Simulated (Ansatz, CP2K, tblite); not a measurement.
## Running H4C6Br2O (P2_1/c) (104 atoms) with CP2K

Wanted: CP2K inputs and outputs for H4C6Br2O (P2_1/c) (104 atoms), checked against a plane-wave reference.

Program: CP2K 2026.2. Level of theory: the method is named at each step. Results are calculated unless marked as measured.

**1. The starting structure**

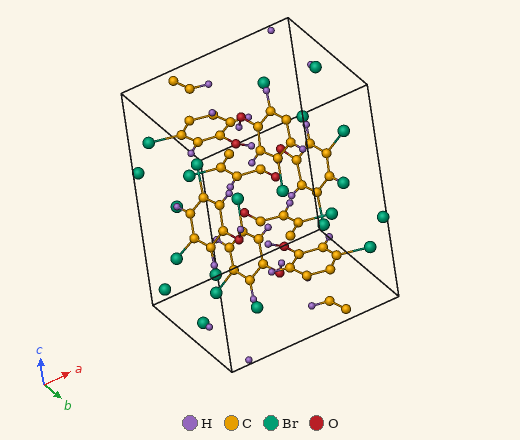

Start, viewed from a free direction; hydrogen purple, carbon orange, bromine teal, oxygen red. Bonds to atoms that aren't drawn are left out. Some periodic images of atoms are drawn too.

The cell holds 104 atoms: 32 H, 48 C, 16 Br and 8 O. Cell: a = 11.169 Å, b = 8.413 Å, c = 14.911 Å, α = 90.0°, β = 91.1°, γ = 90.0°. It derives from H4C6Br2O (P2_1/c), repeated 1×2×1. H4C6Br2O, space group P2_1/c, structure from the Crystallography Open Database, 1 x 2 x 1 conventional cells; every coordinate displaced by a Gaussian of 0.01 Å; bonds to H set to neutron lengths (C-H 1.089, N-H 1.015, O-H 0.983, B-H 1.19 Å) where the listed ones are shorter. Then every atom was moved at random, 0.03 Å r.m.s. a Cartesian component (hydrogen 0.6 of that).

The yardstick, on the same geometry:

| Item | Value |
| --- | --- |
| method | Kohn-Sham DFT, PBE, PAW, plane waves (Ansatz 0.2.0); cutoff 420 eV, Γ point, fermi-dirac smearing of 0.05 eV; PAW set soft_2 |
| r.m.s. force component | 1.508 eV/Å |
| longest force | 7.72 eV/Å |
| pressure | 2.85 GPa |
| gap (highest filled to lowest empty level) | 3.383 eV |
| SCF cycles | 9 |
| time | 14 s on 4 threads of Arm Neoverse V2, shared host |
| CPU time | 52 s |

**2. PBE, DZVP-MOLOPT-SR, 600/50 Ry, OT CG**

Method: Kohn-Sham DFT, PBE, GTH-PBE pseudopotentials, Gaussian and plane waves, DZVP-MOLOPT-SR-GTH, orbital transformation.

input.inp reads:

```
&GLOBAL
  PROJECT cell
  RUN_TYPE ENERGY_FORCE
  PRINT_LEVEL LOW
&END GLOBAL
&FORCE_EVAL
  METHOD QS
  STRESS_TENSOR ANALYTICAL
  &DFT
    BASIS_SET_FILE_NAME BASIS_MOLOPT
    POTENTIAL_FILE_NAME GTH_POTENTIALS
    &MGRID
      CUTOFF 600
      REL_CUTOFF 50
      NGRIDS 5
    &END MGRID
    &QS
      EPS_DEFAULT 1.0E-12
    &END QS
    &SCF
      SCF_GUESS ATOMIC
      EPS_SCF 1.0E-06
      MAX_SCF 30
      &OT
        MINIMIZER CG
        PRECONDITIONER FULL_ALL
        ENERGY_GAP 0.001
      &END OT
      &OUTER_SCF
        EPS_SCF 1.0E-06
        MAX_SCF 8
      &END OUTER_SCF
      &PRINT
        &RESTART OFF
        &END RESTART
      &END PRINT
    &END SCF
    &XC
      &XC_FUNCTIONAL PBE
      &END XC_FUNCTIONAL
    &END XC
    &PRINT
      &MULLIKEN ON
      &END MULLIKEN
      &HIRSHFELD ON
        SHAPE_FUNCTION DENSITY
      &END HIRSHFELD
      &MO_CUBES
        NHOMO 1
        NLUMO 4
        WRITE_CUBE F
      &END MO_CUBES
    &END PRINT
  &END DFT
  &SUBSYS
    &CELL
      A 11.16900 0.00000 0.00000
      B 0.00000 8.41340 0.00000
      C -0.27845 0.00000 14.90840
    &END CELL
    &TOPOLOGY
      COORD_FILE_NAME structure.xyz
      COORD_FILE_FORMAT XYZ
    &END TOPOLOGY
    &KIND H
      BASIS_SET DZVP-MOLOPT-SR-GTH-q1
      POTENTIAL GTH-PBE-q1
    &END KIND
    &KIND C
      BASIS_SET DZVP-MOLOPT-SR-GTH-q4
      POTENTIAL GTH-PBE-q4
    &END KIND
    &KIND Br
      BASIS_SET DZVP-MOLOPT-SR-GTH-q7
      POTENTIAL GTH-PBE-q7
    &END KIND
    &KIND O
      BASIS_SET DZVP-MOLOPT-SR-GTH-q6
      POTENTIAL GTH-PBE-q6
    &END KIND
  &END SUBSYS
  &PRINT
    &FORCES ON
    &END FORCES
    &STRESS_TENSOR ON
    &END STRESS_TENSOR
  &END PRINT
&END FORCE_EVAL
```

structure.xyz reads:

```xyz
104

H 8.60990 0.60972 11.24556
H 2.19513 2.75530 11.08827
H 2.30390 3.60481 3.70981
H 8.74089 1.42321 3.78942
H 5.87159 2.92382 8.78224
H 4.87336 0.85379 13.59288
H 5.04700 1.30340 6.13809
H 5.99719 3.37318 1.36382
H 5.60585 2.43745 11.12167
H 5.11514 0.38954 11.22662
H 5.25699 1.72105 3.75751
H 5.76532 3.82936 3.66612
H 9.75861 1.87787 7.31779
H 1.24530 4.05635 0.15177
H 1.12080 2.27103 7.61297
H 9.61583 0.18543 14.71727
C 7.16346 1.78810 10.06436
C 3.60575 3.83028 12.27960
C 3.73311 2.48902 4.80289
C 7.28896 0.40233 2.62746
C 8.39195 1.20438 10.23119
C 2.43405 3.28468 12.06194
C 2.50705 3.07501 4.56585
C 8.47508 0.99993 2.80815
C 7.79125 2.47505 7.95467
C 2.92909 0.36262 14.46443
C 3.14617 1.76118 7.00412
C 7.92614 3.87058 0.46917
C 6.77656 2.41742 8.92834
C 3.94064 0.29026 13.39550
C 4.11724 1.75226 6.02120
C 6.93185 3.85897 1.48741
C 9.29348 1.24241 9.23441
C 1.43747 3.32119 13.04738
C 1.57880 2.99887 5.59408
C 9.38913 0.92059 1.84655
C 9.06808 1.84994 8.09869
C 1.70400 3.97272 14.27733
C 1.86747 2.35802 6.82820
C 9.14561 0.23608 0.65865
Br -0.10303 0.47906 9.52870
Br 10.90281 2.49937 12.84046
Br 11.04566 3.78746 5.41369
Br -0.00302 1.69799 2.05110
Br 7.37189 3.34803 6.34382
Br 3.57030 1.24964 1.14720
Br 3.48882 0.86145 8.64911
Br 7.24178 2.99189 13.75270
O 6.23600 1.65710 11.09796
O 4.55606 3.79747 11.21812
O 4.65381 2.51106 3.76616
O 6.32949 0.41966 3.69445
H 8.59261 4.86320 11.23840
H 2.15492 6.99061 11.11794
H 2.30574 7.74950 3.64093
H 8.71478 5.65961 3.80030
[... 44 atom lines left out ...]
O 6.28219 5.79448 11.15446
O 4.56862 7.99971 11.24526
O 4.71912 6.73122 3.76184
O 6.33454 4.64134 3.69326
```

The run is started by

```sh
> OMP_NUM_THREADS=1 mpirun -np 4 cp2k.psmp -i input.inp > output.txt
```

Numbers of over 12 decimals in the logs are rounded to 6 here.

Log:

```text
CP2K| version string:                                       CP2K version 2026.2
 CP2K| Input file name                                                 input.inp
 GLOBAL| Basis set file name                                        BASIS_MOLOPT
 GLOBAL| Potential file name                                      GTH_POTENTIALS
 GLOBAL| Run type                                                   ENERGY_FORCE
 GLOBAL| Total number of message passing processes                             4
 GLOBAL| Number of threads for this process                                    1
 TOTAL NUMBERS AND MAXIMUM NUMBERS
  Total number of            - Atomic kinds:                                   4
                             - Atoms:                                        104
                             - Shell sets:                                   104
                             - Shells:                                       456
                             - Primitive Cartesian functions:                504
                             - Cartesian basis functions:                   1168
                             - Spherical basis functions:                   1096
  Maximum angular momentum of- Orbital basis functions:                        2
                             - Local part of the GTH pseudopotential:          2
                             - Non-local part of the GTH pseudopotential:      4
 SCF PARAMETERS         Density guess:                                    ATOMIC
                        max_scf:                                              30
                        eps_scf:                                        1.00E-06
                        Outer loop SCF in use
                        eps_scf                                         1.00E-06
                        max_scf                                                8
 Extrapolation method: initial_guess
 Number of electrons:                                                        384
[... lines left out ...]
  Step     Update method      Time    Convergence         Total energy    Change
[... lines left out ...]
  Total energy:                                              -634.591060
[... lines left out ...]
  eps_taylor     :   0.10000E-15                  max_taylor     :             4
  ----------------------------------- OT ---------------------------------------
  Step     Update method      Time    Convergence         Total energy    Change
[...]
- OT LS       0.71E-01    2.1                     -634.5912249639
     4 OT CG       0.71E-01    4.1     0.00000142      -634.5912249639 -2.74E-07
     - OT LS       0.97E-01    2.1                     -634.5912249831
     5 OT CG       0.97E-01    4.1     0.00000052      -634.5912249847 -2.08E-08
  *** SCF run converged in     5 steps ***
  Electronic density on regular grids:       -383.9999999998        0.0000000002
  Core density on regular grids:              383.9999999996       -0.0000000004
  Total charge density on r-space grids:       -0.0000000002
  Total charge density g-space grids:          -0.0000000002
  Overlap energy of the core charge distribution:               3.91468e-05
  Self energy of the core charge distribution:              -1459.749837
  Core Hamiltonian energy:                                    411.575597
  Hartree energy:                                             578.600637
  Exchange-correlation energy:                               -165.017660
  Total energy:                                              -634.591225
  outer SCF iter =    2 RMS gradient =   0.52E-06 energy =       -634.5912249847
  outer SCF loop converged in   2 iterations or   68 steps
 !-----------------------------------------------------------------------------!
                     Mulliken Population Analysis
 #  Atom  Element  Kind  Atomic population                           Net charge
       1     H        1          0.890009                              0.109991
       2     H        1          0.914758                              0.085242
       3     H        1          0.965903                              0.034097
[...]
103     O        4          6.207978                             -0.207978
     104     O        4          6.216635                             -0.216635
 # Total charge                            384.000000                 -0.000000
 !-----------------------------------------------------------------------------!
 !-----------------------------------------------------------------------------!
                           Hirshfeld Charges
  #Atom  Element  Kind  Ref Charge     Population                    Net charge
      1       H      1       1.000          0.959                         0.041
      2       H      1       1.000          0.960                         0.040
      3       H      1       1.000          0.966                         0.034
[...]
103       O      4       6.000          6.141                        -0.141
    104       O      4       6.000          6.136                        -0.136
  Total Charge                                                           -0.000
 !-----------------------------------------------------------------------------!
  Eigenvalues of the occupied subspace spin            1
      -0.77749194     -0.77697883     -0.76381471     -0.76354078
      -0.75811536     -0.75545942     -0.74480946     -0.74316762
      -0.59878381     -0.59801327     -0.59378511     -0.59352169
[...]
0.01675579      0.02100158      0.02194943      0.02433153
 Fermi Energy [eV] :    0.662095
  Using OT eigensolver for additional unoccupied orbitals spin            1
  Lowest Eigenvalues of the unoccupied subspace spin            1
 WARNING : did not converge in ot_eigensolver
 number of iterations          299  exceeded maximum
 current gradient / target gradient   2.6835235752163589E-005  /    1.0000000000000001E-005
       0.15100172      0.15853818      0.15971292      0.16149368
 HOMO - LUMO gap [eV] :    3.446871
 ENERGY| Total FORCE_EVAL ( QS ) energy [hartree]           -634.591225
 FORCES| Atomic forces [hartree/bohr]
 FORCES|   Atom     x               y               z               |f|
 FORCES|      1 -1.00555146E-02  2.85886805E-02 -4.55721105E-02   5.47288159E-02
 FORCES|      2  9.04142768E-03  1.32853012E-02  2.19660243E-02   2.72167755E-02
 FORCES|      3 -7.08862858E-03  2.10870274E-02 -4.17608111E-02   4.73167700E-02
[...]
FORCES|    103 -2.39284040E-02  2.42718910E-02 -1.35329604E-03   3.41104767E-02
 FORCES|    104 -1.09217020E-03 -3.02963291E-03  4.24113844E-03   5.32529497E-03
 FORCES| Sum    -5.96701147E-04 -1.61354076E-03  4.02375958E-03
 FORCES| Total atomic force                                       4.37609497E-03
 STRESS| Analytical stress tensor [bar]
 STRESS|                        x                   y                   z
 STRESS|      x        3.84929769940E+04   1.01461729548E+04  -2.83543005225E+03
 STRESS|      y        1.01461729548E+04   2.52968958689E+04  -3.21227366185E+03
 STRESS|      z       -2.83543005225E+03  -3.21227366185E+03   4.29200104418E+04
 STRESS| 1/3 Trace                                             3.55699611016E+04
```

Elapsed: 3.9 min, on 4 MPI ranks of Arm Neoverse V2, shared host; peak memory 3 GiB; 16 min of CPU time.

Banners, paths, timers and routine set-up lines are dropped from the logs unmarked, and long logs keep their key lines alone; longer cuts are marked.

The solver for the empty levels stopped short of its threshold, so the gap is rough; its iterations count in the time.

Against the reference:

* r.m.s. force component: 1.531 eV/Å
* r.m.s. difference of force components: 139.4 meV/Å
* longest difference of force vectors: 442.1 meV/Å
* force difference over r.m.s. force: 9.24 %
* slope of forces against the reference's: 1.011
* correlation of force components: 0.9959
* gap (highest filled to lowest empty level): 3.447 eV
* gap difference: 0.0641 eV
* pressure: 3.557 GPa
* pressure difference: 0.7067 GPa

Length of the force difference by element (eV/Å):

| element | atoms | mean | most |
| --- | --- | --- | --- |
| Br | 16 | 0.41 | 0.44 |
| C | 48 | 0.22 | 0.33 |
| H | 32 | 0.075 | 0.17 |
| O | 8 | 0.28 | 0.37 |

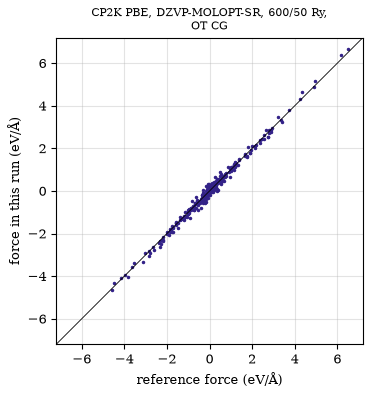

Force components against those of the reference; the line marks equality.

Local excerpt of 10 atoms (numbers count through the whole input) about C81, which bears the longest force; x, y, z are measured from there.

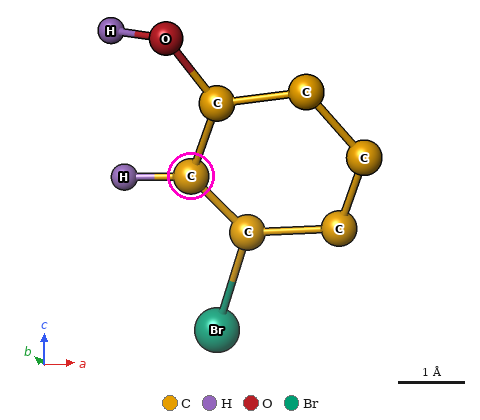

The atoms of the table, within 2.8 Å (arrows a, b, c point along x, y, z); some may hide others; the central atom is ringed.

| atom | x | y | z | distance (Å) | bonds | Hirshfeld charge (e) | Fx | Fy | Fz (eV/Å) |
| --- | --- | --- | --- | --- | --- | --- | --- | --- | --- |
| C81 | 0.00 | 0.00 | 0.00 | 0.00 | 3 | -0.09 | -4.04 | -1.48 | 6.66 |
| H57 | -0.95 | 0.42 | -0.05 | 1.04 | 1 | 0.03 | -1.52 | 0.89 | -0.46 |
| C77 | 0.88 | 0.03 | -0.90 | 1.26 | 3 | 0.00 | 6.38 | -1.21 | -4.32 |
| C69 | 0.26 | -0.72 | 1.23 | 1.45 | 3 | 0.07 | 2.86 | -0.53 | -0.46 |
| C89 | 2.17 | -0.66 | -0.77 | 2.39 | 3 | -0.09 | -0.73 | 2.65 | -3.33 |
| C73 | 1.53 | -1.28 | 1.46 | 2.48 | 3 | -0.09 | -0.89 | 0.50 | -0.89 |
| O101 | -0.57 | -0.89 | 2.29 | 2.53 | 2 | -0.13 | -3.05 | 2.79 | 0.09 |
| H61 | -1.25 | -0.04 | 2.30 | 2.62 | 1 | 0.12 | 1.14 | -1.69 | 0.17 |
| C85 | 2.45 | -1.19 | 0.40 | 2.75 | 3 | -0.01 | 0.48 | -1.91 | 2.94 |
| Br97 | 0.58 | 0.89 | -2.54 | 2.76 | 1 | 0.08 | -0.30 | 0.54 | -0.89 |

Forces lie 9.2 % from the reference's, at 18 times its CPU time; the SCF took 68 steps, which the time reflects.

**3. GFN1-xTB, OT DIIS**

Method: GFN1-xTB tight binding (the program's own implementation), orbital transformation.

input.inp reads:

```
&GLOBAL
  PROJECT cell
  RUN_TYPE ENERGY_FORCE
  PRINT_LEVEL LOW
&END GLOBAL
&FORCE_EVAL
  METHOD QS
  STRESS_TENSOR ANALYTICAL
  &DFT
    &QS
      METHOD XTB
      &XTB
        GFN_TYPE 1
        DO_EWALD T
        CHECK_ATOMIC_CHARGES F
      &END XTB
    &END QS
    &SCF
      SCF_GUESS ATOMIC
      EPS_SCF 1.0E-06
      MAX_SCF 30
      &OT
        MINIMIZER DIIS
        PRECONDITIONER FULL_SINGLE_INVERSE
      &END OT
      &OUTER_SCF
        EPS_SCF 1.0E-06
        MAX_SCF 8
      &END OUTER_SCF
      &PRINT
        &RESTART OFF
        &END RESTART
      &END PRINT
    &END SCF
    &PRINT
      &MULLIKEN ON
      &END MULLIKEN
      &MO_CUBES
        NHOMO 1
        NLUMO 4
        WRITE_CUBE F
      &END MO_CUBES
    &END PRINT
  &END DFT
  &SUBSYS
    &CELL
      A 11.16900 0.00000 0.00000
      B 0.00000 8.41340 0.00000
      C -0.27845 0.00000 14.90840
    &END CELL
    &COORD
      SCALED
      H 0.78968 0.07247 0.75431
      H 0.21508 0.32749 0.74376
      H 0.21248 0.42846 0.24884
      H 0.78894 0.16916 0.25418
      H 0.54039 0.34752 0.58908
      H 0.45906 0.10148 0.91176
      H 0.46214 0.15492 0.41172
      H 0.53923 0.40093 0.09148
      H 0.52051 0.28971 0.74600
      H 0.47675 0.04630 0.75304
      H 0.47696 0.20456 0.25204
      H 0.52232 0.45515 0.24591
      H 0.88596 0.22320 0.49085
      H 0.11175 0.48213 0.01018
      H 0.11308 0.26993 0.51065
      H 0.88555 0.02204 0.98718
      C 0.65820 0.21253 0.67508
      C 0.34337 0.45526 0.82367
      C 0.34227 0.29584 0.32216
      C 0.65700 0.04782 0.17624
[... 80 atom lines left out ...]
      O 0.58112 0.68872 0.74820
      O 0.42785 0.95083 0.75429
      O 0.42881 0.80006 0.25233
      O 0.57333 0.55166 0.24773
    &END COORD
  &END SUBSYS
  &PRINT
    &FORCES ON
    &END FORCES
    &STRESS_TENSOR ON
    &END STRESS_TENSOR
  &END PRINT
&END FORCE_EVAL
```

The run is started by

```sh
> OMP_NUM_THREADS=1 cp2k.psmp -i input.inp > output.txt
```

Log:

```text
CP2K| version string:                                       CP2K version 2026.2
 CP2K| Input file name                                                 input.inp
 GLOBAL| Basis set file name                                           BASIS_SET
 GLOBAL| Potential file name                                           POTENTIAL
 GLOBAL| Run type                                                   ENERGY_FORCE
 GLOBAL| Total number of message passing processes                             1
 GLOBAL| Number of threads for this process                                    1
                  #####   #####        #          ####### ######
                 #     # #     #      #              #    #     #
                 #     # #           #    ##   ##    #    #     #
[... lines left out ...]
 Number of electrons:                                                        384
[... lines left out ...]
  Step     Update method      Time    Convergence         Total energy    Change
[... lines left out ...]
  *** SCF run converged in    16 steps ***
[... lines left out ...]
  Total energy:                                              -218.437415
[... lines left out ...]
  outer SCF loop converged in   1 iterations or   16 steps
[... lines left out ...]
       2     H          1                 0.945423                      0.054577
       3     H          1                 0.938371                      0.061629
[...]
103     O          4                 6.551732                     -0.551732
     104     O          4                 6.548939                     -0.548939
 # Total charge                         384.000000                     -0.000000
  Eigenvalues of the occupied subspace spin            1
      -0.80035330     -0.80032867     -0.79591841     -0.79420121
      -0.79245752     -0.78927167     -0.78652880     -0.78589183
      -0.72482626     -0.72312341     -0.72085852     -0.71843426
[...]
-0.41563860     -0.41547733     -0.41435402     -0.41322912
      -0.41190164     -0.41011396     -0.40972179     -0.40607599
 Fermi Energy [eV] :  -11.049890
 ENERGY| Total FORCE_EVAL ( QS ) energy [hartree]           -218.437415
 FORCES| Atomic forces [hartree/bohr]
 FORCES|   Atom     x               y               z               |f|
 FORCES|      1 -9.49157185E-03  2.78709200E-02 -4.35368418E-02   5.25579177E-02
 FORCES|      2  8.25561023E-03  1.32690089E-02  2.27112129E-02   2.75684763E-02
 FORCES|      3 -6.38181530E-03  1.82962331E-02 -3.67530349E-02   4.15483488E-02
[...]
FORCES|    103 -3.08480910E-02  1.17777751E-02  1.01723166E-02   3.45513636E-02
 FORCES|    104  7.73984861E-03 -1.26181013E-02 -9.16531917E-03   1.74104800E-02
 FORCES| Sum     3.17020715E-15 -3.24046345E-15 -4.46344350E-15
 FORCES| Total atomic force                                       6.36185073E-15
 STRESS| Analytical stress tensor [bar]
 STRESS|                        x                   y                   z
 STRESS|      x        8.53450122590E+02   1.03528495776E+04   5.45393891780E+03
 STRESS|      y        1.03528495776E+04  -1.66453955886E+02  -3.45500943887E+03
 STRESS|      z        5.45393891780E+03  -3.45500943887E+03   1.22716212062E+03
 STRESS| 1/3 Trace                                             6.38052762441E+02
```

Wall time 3.8 s (1 thread); peak memory 0.32 GiB.

Against the reference:

```yaml
r_m_s_force_component: 1.501 eV/Å
r_m_s_difference_of_force_components: 227.8 meV/Å
longest_difference_of_force_vectors: 817 meV/Å
force_difference_over_r_m_s_force: 15.1 %
slope_of_forces_against_the_reference_s: 0.9838
correlation_of_force_components: 0.9886
pressure: 0.0638 GPa
pressure_difference: -2.787 GPa
```

Against the first run (9.2 %), the force difference from the reference is 15 %, at 0.0041 times the CPU time (on 1 against 4 cores) (16 SCF steps against 68); the model has changed, so this is no error of the program alone.

[end of part 1 of 3]

[Also dropped from logs without a mark: logging warnings of Python, and SIESTA's first energy breakdown and zero terms.]

[Logs are printed without paths, hosts, clocks, repeated set-up lines and the standing remarks that a program may print on its own settings, such as how far it seeks lower states.]

[Hosts, paths, dates, database ids (printed as entryN), source tags and the programs' standing remarks are cut or masked in the printed files.]
